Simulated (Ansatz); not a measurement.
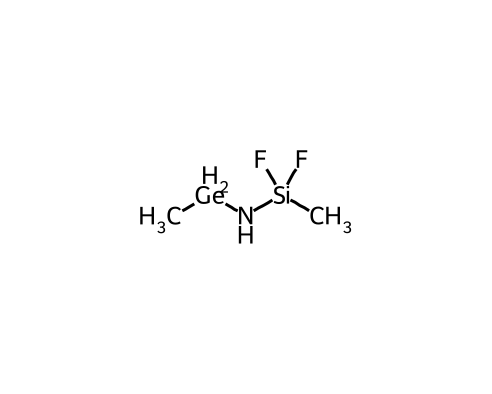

Simulated data, not a measurement (program: Ansatz).

A structural formula.

Give its SMILES.

Answer. [CH3][GeH2][NH][Si](C)(F)F

What is the molecular formula?

Answer. C2H9F2GeNSi.

An optimisation with PBE-D4/def2-SVP gave a structure of which point group?

Answer. C1. Other conformers may differ.
